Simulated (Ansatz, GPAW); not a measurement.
**Dielectric function and optical constants of KS3Br (model structure)**

Wanted: where KS3Br (model structure) starts to absorb, how strongly, and its refractive index. The structure is a model built here, which may or may not match a known phase. It was built so: All Cl replaced by Br and O replaced by S in the R3m structure of KClO3. The cell is first relaxed with Ansatz.

Calculated with GPAW 26.7.0; DFT, LDA, plane-wave PAW (GPAW data sets), scalar-relativistic, RPA, optical limit.

### Step 1. The starting structure

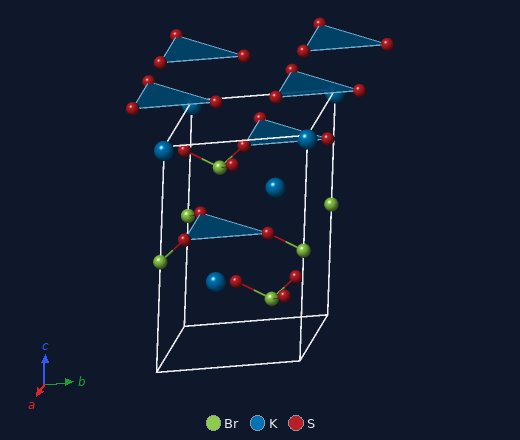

The cell as given, slightly off an axis (bromine green, potassium blue, sulfur red). This picture shows the conventional cell, with its axes. Bonds to atoms that aren't drawn are left out. Some periodic images of atoms are drawn too.

### Step 2. Relaxation

Spectra hang on bond lengths, so the cell is first brought to its minimum.

This step: DFT, LDA, plane-wave PAW, default files, scalar-relativistic, relaxation (Ansatz 0.2.0).

File input.yaml:

```yaml
crystal:
  lattice:
    - [3.61540581, 2.08735552, 3.76798643]
    - [-3.61540581, 2.08735552, 3.76798643]
    - [0.0, -4.17471103, 3.76798643]
  atoms:
    - { symbol: Br, position: [0.489136, 0.489136, 0.489136] }
    - { symbol: K, position: [0.981463, 0.981463, 0.981463] }
    - { symbol: S, position: [0.412752, 0.412752, 0.828861] }
    - { symbol: S, position: [0.412752, 0.828861, 0.412752] }
    - { symbol: S, position: [0.828861, 0.412752, 0.412752] }
kpoints:
  mp_grid: { grid: [4, 4, 4] }
scf:
  occupations: { method: fermi_dirac, width: 0.05 }
hamiltonian:
  xc: lda
output:
  forces: true
  stress: true
  write_density: true
  write_potential: true
  elf: true
  volumetric_format: npy
relax:
  f_tol: 0.02
  max_steps: 50
  cell: {}
```

Started as:

```
$ ansatz run input.yaml --threads 1 --pin off --max-ram 4096MiB --backend cpu --events-out ev --progress --plain --runs-dir out
```

Numbers of over 12 decimals in the logs are rounded to 6 here.

The program printed:

```text
Engine: ansatz 0.2.0, aarch64-unknown-linux-gnu
Pseudopotentials: kind: paw
Pseudopotential: Br, paw, valence charge 7, recommended cutoff 420 eV (normal), Br.paw.azcp
Pseudopotential: K, paw, valence charge 9, recommended cutoff 420 eV (normal), K.paw.azcp
Pseudopotential: S, paw, valence charge 6, recommended cutoff 420 eV (normal), S.paw.azcp
Functional definition: SPW92
  exchange = slater_x
  correlation = pw_c
Crystal: 5 atoms, lattice volume = 170.614 Å³
Basis set: ecut = 420 eV, 3349 PW (Γ)
Bands: 22, of which v1, the nominal top of the filled ones, is band 17 counted from 1 (16 counted from 0)
Symmetry: 6 space group operations
Space group: R3m (ITA 160), of the structure as read, at distance tolerance 5.5e-5 Å
k-points: 13 of 64 (time reversal used)
Non-local potential: Br, projectors of the file, l = 0: 2, l = 1: 2, l = 2: 2
Non-local potential: K, projectors of the file, l = 0: 3, l = 1: 2, l = 2: 2
Non-local potential: S, projectors of the file, l = 0: 2, l = 1: 2, l = 2: 2
PAW form: soft (Blöchl's): semilocal exchange-correlation on the pseudo side does not see the compensation charge
PAW frozen core: Br, regenerated for the run's functional, and the local potential with it (the file was generated under x = pbe(κ = 0.804, μ = 0.219515), c = pbe(β = 0.066725))
PAW frozen core: K, regenerated for the run's functional, and the local potential with it (the file was generated under x = pbe(κ = 0.804, μ = 0.219515), c = pbe(β = 0.066725))
PAW frozen core: S, regenerated for the run's functional, and the local potential with it (the file was generated under x = pbe(κ = 0.804, μ = 0.219515), c = pbe(β = 0.066725))
PAW one-centre angular grid: Br, 110 points (default); XC on 64 Gauss nodes
PAW one-centre angular grid: K, 110 points (default); XC on 64 Gauss nodes
PAW one-centre angular grid: S, 110 points (default); XC on 64 Gauss nodes
Initial density: superposition of atomic densities (neutral atoms: chi_scale 0, normalization atom), corrected by the library's trained network
Initial wavefunctions: pseudopotential atomic-orbital guess
Functional: x = slater, c = lda
SCF iter   1: F=—  HF=-6793.647399 eV  |F-HF|=—  |Δ(HF+E_count)|=         —  Δρ=5.20e-3  dr2=3.86e-2  ethr=1.77e-3  ⟨swp⟩=9.2  Hψ=1938  notcnv=0
preconditioner: auto → Resta (q_TF=auto, 2.085 Å⁻¹)  ε∞=3.0  [insulator: Δε(μ)=1.881 eV  Ē_g=11.043 eV  σ=0.050 eV  W_gap=1.00  n_scr=26 (ndim 8)  ℏωp=15.6 eV  f_vac=0.102  D(μ)=0.00/eV (n_scr^D=0)  ε∞_Penn≈3.0]
SCF iter   2: F=—  HF=-6793.637977 eV  |F-HF|=—  |Δ(HF+E_count)|=   9.42e-3  Δρ=2.71e-3  dr2=1.01e-2  ethr=1.13e-4  ⟨swp⟩=2.4  Hψ=598  notcnv=0  defer=1
SCF iter   3: F=—  HF=-6793.635801 eV  |F-HF|=—  |Δ(HF+E_count)|=   2.18e-3  Δρ=6.06e-4  dr2=1.53e-3  ethr=2.97e-5  ⟨swp⟩=2.7  Hψ=503  notcnv=0  defer=1
SCF iter   4: F=—  HF=-6793.635529 eV  |F-HF|=—  |Δ(HF+E_count)|=   2.72e-4  Δρ=1.95e-4  dr2=1.45e-4  ethr=4.50e-6  ⟨swp⟩=2.0  Hψ=357  notcnv=0  defer=1
SCF iter   5: F=—  HF=-6793.635559 eV  |F-HF|=—  |Δ(HF+E_count)|=   3.02e-5  Δρ=7.40e-5  dr2=1.63e-5  ethr=4.26e-7  ⟨swp⟩=2.0  Hψ=393  notcnv=0  defer=1
SCF iter   6: F=—  HF=-6793.635568 eV  |F-HF|=—  |Δ(HF+E_count)|=   8.96e-6  Δρ=2.34e-5  dr2=1.92e-6  ethr=4.79e-8  ⟨swp⟩=2.5  Hψ=436  notcnv=0  defer=1
SCF iter   7: F=-6793.635568 eV  HF=-6793.635568 eV  |F-HF|=2.67e-8  |Δ(HF+E_count)|=   1.57e-7  Δρ=5.45e-6  dr2=8.22e-8  ethr=2.94e-10  ⟨swp⟩=9.2  Hψ=2361  notcnv=0
SCF 1 converged in 7 iterations: F = -6793.635568 eV  dr2 = 8.22e-8
  greatest PAW one-centre occupation: 0.985 electrons in one spin orbital (limit 2), on the K atom at site 1 (counted from 0), in its partial waves of l = 0
relax step   1: F+E_penalty+E_count = -6793.63556810 eV  Δ(F+E_penalty+E_count) = +0.000e0 eV  max|allowed force component| = 9.109e0 eV/Å  Δτ_max = 0.0000 Å  P = +13.646 GPa  Ω = 170.614 Å³  (7 SCF iters, dr2 threshold 1.00e-7 eV, accepted)
Crystal: 5 atoms, lattice volume = 171.600 Å³
Basis set: ecut = 420 eV, 3373 PW (Γ)
Initial density: handed on by an earlier stage of this run
Initial wavefunctions: those handed on with the density
iter 1 solved again at ethr=1.99e-3 eV; its pass at ethr=3.10e-3 eV (dr2=6.76e-1 eV) is discarded
SCF iter   1: F=—  HF=-6796.973909 eV  |F-HF|=—  |Δ(HF+E_count)|=         —  Δρ=1.84e-2  dr2=6.69e-1  ethr=1.99e-3  ⟨swp⟩=1.0  Hψ=2086  notcnv=0
preconditioner: auto → Resta (q_TF=auto, 2.083 Å⁻¹)  ε∞=3.4  [insulator: Δε(μ)=0.580 eV  Ē_g=10.028 eV  σ=0.050 eV  W_gap=0.99  n_scr=26 (ndim 8)  ℏωp=15.5 eV  f_vac=0.086  D(μ)=0.00/eV (n_scr^D=0)  ε∞_Penn≈3.4]
SCF iter   2: F=—  HF=-6796.770290 eV  |F-HF|=—  |Δ(HF+E_count)|=   2.04e-1  Δρ=7.06e-3  dr2=6.40e-2  ethr=1.97e-3  ⟨swp⟩=2.0  Hψ=418  notcnv=0
SCF iter   3: F=—  HF=-6796.749165 eV  |F-HF|=—  |Δ(HF+E_count)|=   2.11e-2  Δρ=1.85e-3  dr2=5.00e-3  ethr=1.88e-4  ⟨swp⟩=3.2  Hψ=606  notcnv=0  defer=1
SCF iter   4: F=—  HF=-6796.747835 eV  |F-HF|=—  |Δ(HF+E_count)|=   1.33e-3  Δρ=4.12e-4  dr2=5.11e-4  ethr=1.47e-5  ⟨swp⟩=2.5  Hψ=465  notcnv=0  defer=1
SCF iter   5: F=—  HF=-6796.747735 eV  |F-HF|=—  |Δ(HF+E_count)|=   9.97e-5  Δρ=1.19e-4  dr2=5.29e-5  ethr=1.50e-6  ⟨swp⟩=2.5  Hψ=465  notcnv=0  defer=1
SCF iter   6: F=—  HF=-6796.747726 eV  |F-HF|=—  |Δ(HF+E_count)|=   9.52e-6  Δρ=2.97e-5  dr2=2.44e-6  ethr=1.55e-7  ⟨swp⟩=2.3  Hψ=421  notcnv=0  defer=1
SCF iter   7: F=-6796.747726 eV  HF=-6796.747726 eV  |F-HF|=1.36e-8  |Δ(HF+E_count)|=   1.05e-9  Δρ=6.75e-6  dr2=1.09e-7  ethr=1.47e-9  ⟨swp⟩=10.0  Hψ=2209  notcnv=0
SCF 2 converged in 7 iterations: F = -6796.747726 eV  dr2 = 1.09e-7
relax step   2: F+E_penalty+E_count = -6796.74772569 eV  Δ(F+E_penalty+E_count) = -3.112e0 eV  max|allowed force component| = 1.479e0 eV/Å  Δτ_max = 0.1945 Å  P = +0.231 GPa  Ω = 171.600 Å³  energy of the carried Pulay correction = -7.059e-5 eV  (7 SCF iters, dr2 threshold 5.00e-7 eV, accepted)
Crystal: 5 atoms, lattice volume = 157.054 Å³
Basis set: ecut = 420 eV, 3025 PW (Γ)
iter 1 solved again at ethr=1.30e-3 eV; its pass at ethr=3.10e-3 eV (dr2=4.41e-1 eV) is discarded
SCF iter   1: F=—  HF=-6797.313932 eV  |F-HF|=—  |Δ(HF+E_count)|=         —  Δρ=1.51e-2  dr2=4.42e-1  ethr=1.30e-3  ⟨swp⟩=1.3  Hψ=1878  notcnv=0
preconditioner: auto → Kerker (q_TF=auto, 2.114 Å⁻¹)  [metal: Δε(μ)=0.080 eV  Ē_g=10.024 eV  σ=0.050 eV  W_gap=0.38  n_scr=20 (ndim 8)  ℏωp=16.2 eV  f_vac=0.068  D(μ)=0.32/eV (n_scr^D=0)]
SCF iter   2: F=—  HF=-6797.209114 eV  |F-HF|=—  |Δ(HF+E_count)|=   1.05e-1  Δρ=7.31e-3  dr2=1.25e-1  ethr=1.30e-3  ⟨swp⟩=1.9  Hψ=322  notcnv=0
[...]
relax step  10: F+E_penalty+E_count = -6799.50905149 eV  Δ(F+E_penalty+E_count) = -4.497e-1 eV  max|allowed force component| = 4.326e-1 eV/Å  Δτ_max = 0.1936 Å  P = +1.204 GPa  Ω = 139.131 Å³  energy of the carried Pulay correction = +2.489e-3 eV  (6 SCF iters, dr2 threshold 5.00e-7 eV, accepted)
relax step  11: F+E_penalty+E_count = -6799.65073463 eV  Δ(F+E_penalty+E_count) = -1.417e-1 eV  max|allowed force component| = 4.479e-1 eV/Å  Δτ_max = 0.1202 Å  P = -0.205 GPa  Ω = 153.514 Å³  energy of the carried Pulay correction = +1.292e-3 eV  (7 SCF iters, dr2 threshold 5.00e-7 eV, accepted)
relax step  12: F+E_penalty+E_count = -6799.74943253 eV  Δ(F+E_penalty+E_count) = -9.870e-2 eV  max|allowed force component| = 4.202e-1 eV/Å  Δτ_max = 0.1956 Å  P = -0.071 GPa  Ω = 151.281 Å³  energy of the carried Pulay correction = +1.471e-3 eV  (6 SCF iters, dr2 threshold 5.00e-7 eV, accepted)
relax step  13: F+E_penalty+E_count = -6799.86751886 eV  Δ(F+E_penalty+E_count) = -1.181e-1 eV  max|allowed force component| = 3.474e-1 eV/Å  Δτ_max = 0.1990 Å  P = -1.171 GPa  Ω = 147.750 Å³  energy of the carried Pulay correction = +1.759e-3 eV  (6 SCF iters, dr2 threshold 5.00e-7 eV, accepted)
relax step  14: F+E_penalty+E_count = -6799.97998494 eV  Δ(F+E_penalty+E_count) = -1.125e-1 eV  max|allowed force component| = 1.376e-1 eV/Å  Δτ_max = 0.1971 Å  P = -0.296 GPa  Ω = 142.586 Å³  energy of the carried Pulay correction = +2.191e-3 eV  (6 SCF iters, dr2 threshold 5.00e-7 eV, accepted)
relax step  15: F+E_penalty+E_count = -6799.99179215 eV  Δ(F+E_penalty+E_count) = -1.181e-2 eV  max|allowed force component| = 1.123e-1 eV/Å  Δτ_max = 0.0203 Å  P = -0.276 GPa  Ω = 141.616 Å³  energy of the carried Pulay correction = +2.274e-3 eV  (5 SCF iters, dr2 threshold 5.00e-7 eV, accepted)
relax step  16: F+E_penalty+E_count = -6799.98912895 eV  Δ(F+E_penalty+E_count) = +2.663e-3 eV  max|allowed force component| = 2.852e-1 eV/Å  Δτ_max = 0.1117 Å  P = +0.932 GPa  Ω = 134.494 Å³  energy of the carried Pulay correction = +2.899e-3 eV  (6 SCF iters, dr2 threshold 5.00e-7 eV, rejected (line search))
relax step  17: F+E_penalty+E_count = -6800.00966593 eV  Δ(F+E_penalty+E_count) = -1.787e-2 eV  max|allowed force component| = 1.804e-2 eV/Å  Δτ_max = 0.0613 Å  P = +0.022 GPa  Ω = 138.172 Å³  energy of the carried Pulay correction = +2.573e-3 eV  (9 SCF iters, accepted)
relax step  18: F+E_penalty+E_count = -6800.00972830 eV  Δ(F+E_penalty+E_count) = -6.237e-5 eV  max|allowed force component| = 1.562e-2 eV/Å  Δτ_max = 0.0019 Å  P = -0.024 GPa  Ω = 138.465 Å³  energy of the carried Pulay correction = +2.547e-3 eV  (5 SCF iters, dr2 threshold 6.47e-9 eV, accepted)
relax step  19: F+E_penalty+E_count = -6800.00978591 eV  Δ(F+E_penalty+E_count) = -5.760e-5 eV  max|allowed force component| = 1.984e-2 eV/Å  Δτ_max = 0.0214 Å  P = +0.021 GPa  Ω = 137.946 Å³  energy of the carried Pulay correction = +2.593e-3 eV  (8 SCF iters, accepted)
Initial wavefunctions: pseudopotential atomic-orbital guess (no wavefunctions were taken with the density)
iter 1 solved again at ethr=4.81e-7 eV; its pass at ethr=3.10e-3 eV (dr2=1.64e-4 eV) is discarded
SCF iter   1: F=—  HF=-6800.007864 eV  |F-HF|=—  |Δ(HF+E_count)|=         —  Δρ=1.45e-4  dr2=2.86e-6  ethr=4.81e-7  ⟨swp⟩=3.0  Hψ=2390  notcnv=0
SCF iter   2: F=—  HF=-6800.007866 eV  |F-HF|=—  |Δ(HF+E_count)|=   2.01e-6  Δρ=7.52e-5  dr2=7.73e-7  ethr=8.42e-9  ⟨swp⟩=2.5  Hψ=420  notcnv=0
SCF iter   3: F=—  HF=-6800.007867 eV  |F-HF|=—  |Δ(HF+E_count)|=   1.05e-6  Δρ=1.79e-6  dr2=6.11e-9  ethr=2.27e-9  ⟨swp⟩=1.4  Hψ=353  notcnv=0
SCF iter   4: F=—  HF=-6800.007867 eV  |F-HF|=—  |Δ(HF+E_count)|=   1.94e-9  Δρ=6.06e-7  dr2=2.00e-10  ethr=1.80e-11  ⟨swp⟩=2.2  Hψ=483  notcnv=0
SCF iter   5: F=-6800.007867 eV  HF=-6800.007867 eV  |F-HF|=9.09e-12  |Δ(HF+E_count)|=  5.37e-11  Δρ=1.17e-7  dr2=1.42e-11  ethr=1.00e-12  ⟨swp⟩=8.8  Hψ=1847  notcnv=0
SCF 20 converged in 5 iterations: F = -6800.007867 eV  dr2 = 1.42e-11
relax step  20: F+E_penalty+E_count = -6800.00786708 eV  Δ(F+E_penalty+E_count) = +1.919e-3 eV  max|allowed force component| = 1.982e-2 eV/Å  Δτ_max = 0.0000 Å  P = +0.017 GPa  Ω = 137.946 Å³  stress off target by 2.53e-2 GPa  SCF on the basis re-selected at this cell (its energy is not comparable with the rows above)  (5 SCF iters)
basis re-selected at this cell: Δ(F+E_penalty+E_count) = +1.919e-3 eV, ΔP = -0.004 GPa vs the last step (what re-selecting the basis moved, of the pressure what is left beyond the Pulay correction that the steps carried, after the strain that the cell walked since its last selection, with what the two solves' SCF thresholds leave and, on support functions, any second-order correction that the steps lacked; it is no measure of the basis error at this ecutwfc). The dense FFT grid was sized anew with the basis: this SCF ran on 36×36×36 points, the steps before it on 40×40×40, so part of this shift can come from that change (see relax.cell in the input reference). [rest of the remark cut]
SCF converged after 5 iterations
Free energy (F): -6800.007867 eV
Harris-Foulkes:  -6800.007867 eV  (|F-HF|=9.09e-12)
Internal energy: -6800.007865 eV  (E = F + TS)
E sigma→0 (E₀):  -6800.007866 eV
Entropy (-TS):   -0.000002 eV (-0.000 meV/atom)
Fermi energy:    3.953204 eV
--- Per-component energies (eV) ---
  E_band       = -175.582007
  E_kinetic    = 705.869225
  E_local      = -1304.148411  (includes V_loc(G=0)·N_el)
  E_nonlocal   = 177.987351
  E_hartree    = 416.451844
  E_xc         = -680.957524
  E_vxc        = -528.965938  (∫ρ·V_xc dr)
  E_paw        = -4609.604058  (= ΣΔE_a)
  E_vpaw       = -59.227911  (= ΣTr[D̂ρ^β])
  E_aug_tail   = 0.000001  (compensation charges beyond the density's cutoff)
  E_ewald      = -1506.529897
  E_core_change = 0.923604  (= ΣΔE_core)
  E_smearing   = -0.000002  (= −TS)
  E_closure    = 0.000000  (closes the sum)
  Σ components = -6800.007867   (vs F -6800.007867, Δ=0.00e0)
--- Forces (eV/Å), atoms counted from 1 ---
  atom   1  Br    -0.00000000     0.00000000     0.01981915
  atom   2  K     -0.00000000    -0.00000000    -0.01025566
  atom   3  S      0.00000000    -0.00099007    -0.00318704
  atom   4  S     -0.00085742     0.00049503    -0.00318704
  atom   5  S      0.00085742     0.00049503    -0.00318704
  max |Σ_I F_I| component: 2.37e-6 eV/Å
--- Stress (GPa, compression-positive) ---
        0.012750       0.000000      -0.000000
        0.000000       0.012750       0.000000
        0.000000       0.000000       0.025295
  P = ⅓ Tr σ = 0.0169 GPa (0.169 kbar)
--- Band table (eV; the first three rows and the last of 13) ---
  k-point 0: bands = [... 13 lower, 1.9805, 1.9805, 2.3919, 2.3919, 4.5927, 6.2262, 6.2262, 7.2517, ... 1 higher]
  k-point 1: bands = [... 13 lower, 1.7658, 2.0238, 2.3471, 2.8233, 4.5921, 5.7717, 6.3610, 7.9916, ... 1 higher]
  k-point 2: bands = [... 13 lower, 1.6322, 2.1394, 2.2379, 3.2115, 4.5458, 5.5449, 6.5912, 8.4134, ... 1 higher]
  k-point 12: bands = [... 13 lower, 2.0967, 2.0967, 3.3214, 3.3214, 5.1275, 5.7174, 5.7174, 8.3606, ... 1 higher]
--- Relaxed structure (19 steps of the walk, 18 accepted, 1 SCFs on fresh bases) ---
  F+E_penalty+E_count = -6800.00786708 eV   max|allowed force component| = 1.982e-2 eV/Å   (the final SCF, on the basis selected at the relaxed cell)
  cell:  # Å, volume = 137.9458 Å³
    - [3.567630, 2.059772, 3.128659]
    - [-3.567630, 2.059772, 3.128659]
    - [4.083162552603265e-18, -4.119544, 3.128659]
  atoms:
    - { symbol: Br, position: [0.580399, 0.580399, 0.580399] }
    - { symbol: K, position: [0.906973, 0.906973, 0.906973] }
    - { symbol: S, position: [0.311726, 0.311726, 1.014139] }
    - { symbol: S, position: [0.311726, 1.014139, 0.311726] }
    - { symbol: S, position: [1.014139, 0.311726, 0.311726] }
```

It took 76 s on 1 thread of Arm Neoverse V2, shared host; peak memory 0.34 GiB.

The steps of the relaxation:

| step | energy less that of the first step (eV) | largest force component (eV/Å) | pressure (GPa) | volume (Å³) |
| --- | --- | --- | --- | --- |
| 1 | 0.0000 | 9.1092 | 13.65 | 170.61 |
| 2 | -3.1122 | 1.4788 | 0.23 | 171.60 |
| 3 | -3.5337 | 1.1481 | -0.51 | 157.05 |
| 4 | -3.9618 | 0.8145 | 0.21 | 136.48 |
| 5 | -4.1526 | 0.6789 | 3.56 | 119.55 |
| 6 | -4.2617 | 0.5238 | 1.45 | 121.92 |
| 7 | -4.3528 | 0.5939 | 0.74 | 123.20 |
| 8 | -4.9370 | 1.3894 | 1.62 | 125.01 |
| 9 | -5.4237 | 1.1900 | 5.92 | 127.31 |
| 10 | -5.8735 | 0.4326 | 1.20 | 139.13 |
| 11 | -6.0152 | 0.4479 | -0.21 | 153.51 |
| 12 | -6.1139 | 0.4202 | -0.07 | 151.28 |
| 13 | -6.2320 | 0.3474 | -1.17 | 147.75 |
| 14 | -6.3444 | 0.1376 | -0.30 | 142.59 |
| 15 | -6.3562 | 0.1123 | -0.28 | 141.62 |
| 16 | -6.3536 | 0.2853 | 0.93 | 134.49 |
| 17 | -6.3741 | 0.0180 | 0.02 | 138.17 |
| 18 | -6.3742 | 0.0156 | -0.02 | 138.47 |
| 19 | -6.3742 | 0.0198 | 0.02 | 137.95 |
| 20* | -6.3723 | 0.0198 | 0.02 | 137.95 |

Relaxation steps marked * repeat the geometry before them on a plane-wave basis chosen anew for their cell, so energy and pressure can jump there. Relaxation step 16 was tried and not accepted.

Forces are held to the 6 operations that the run works with; a distortion that breaks them can't arise in this run.

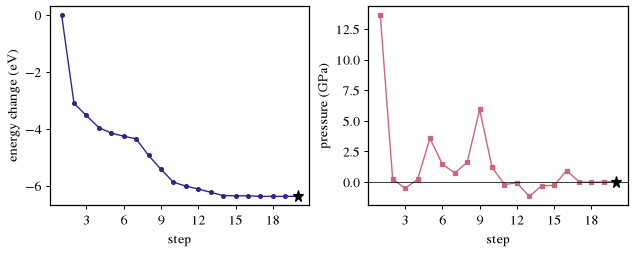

Energy and pressure along the relaxation. Stars mark steps on a basis chosen anew.

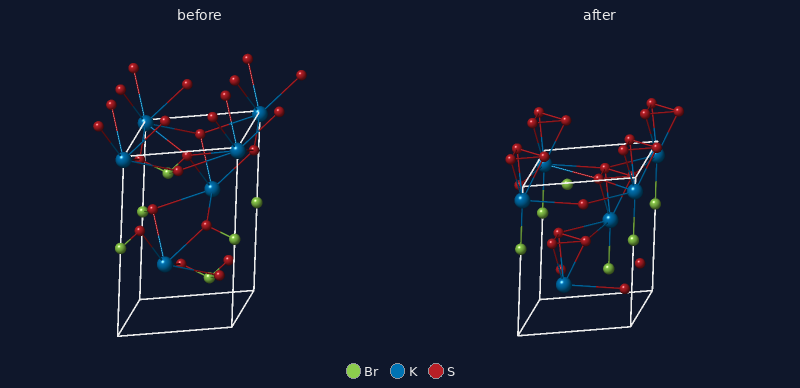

The structure before and after the relaxation, drawn at the same scale. Bonds to atoms that aren't drawn are left out.

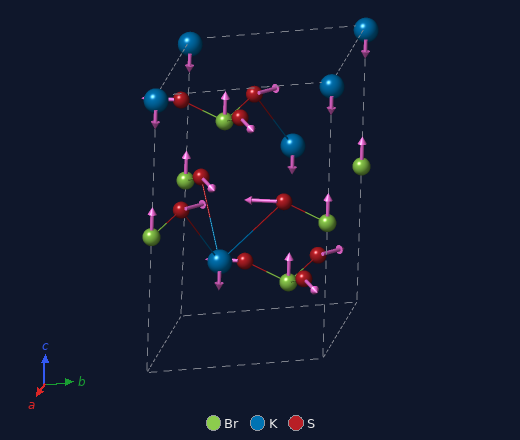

Displacements in the relaxation, exaggerated, measured against the changing cell; the longest in the cell stands for 1.18 Å. Bonds to atoms that aren't drawn are left out. Some periodic images of atoms are drawn too.

| cell as run | before | after | change |
| --- | --- | --- | --- |
| a (Å) | 5.624 | 5.173 | -8.0 % |
| b (Å) | 5.624 | 5.173 | -8.0 % |
| c (Å) | 5.624 | 5.173 | -8.0 % |
| α (°) | 80.02 | 87.21 | +9.0 % |
| β (°) | 80.02 | 87.21 | +9.0 % |
| γ (°) | 80.02 | 87.21 | +9.0 % |
| volume (Å³/atom) | 34.12 | 27.59 | -19.1 % |

The atoms that moved most (Å, as changes of fractional coordinates times the final cell):

| atom | dx | dy | dz | length |
| --- | --- | --- | --- | --- |
| S4 | -1.021 | 0.590 | -0.052 | 1.181 |
| S3 | 0.000 | -1.179 | -0.052 | 1.181 |
| S5 | 1.021 | 0.590 | -0.052 | 1.181 |
| Br1 | 0.000 | 0.000 | 0.857 | 0.857 |
| K2 | 0.000 | 0.000 | -0.699 | 0.699 |

Final coordinates:

```xyz
5
Lattice="3.5676 2.0598 3.1287 -3.5676 2.0598 3.1287 0.0000 -4.1195 3.1287" Properties=species:S:1:pos:R:3 pbc="T T T"
Br    0.0000    0.0000    5.4476
K     0.0000    0.0000    8.5128
S     0.0000   -2.8936    5.1235
S    -2.5059    1.4468    5.1235
S     2.5059    1.4468    5.1235
```

The relaxation ends with a largest force component of 0.020 eV/Å and a pressure of 0.02 GPa.

[end of part 1 of 2]

[Machine, clock and banner lines and Python warnings are left out of the logs.]

[Logs are printed without paths, hosts, clocks, repeated set-up lines and the standing remarks that a program may print on its own settings, such as how far it seeks lower states.]

[Hosts, paths, dates, database ids (printed as entryN), source tags and the programs' standing remarks are cut or masked in the printed files.]
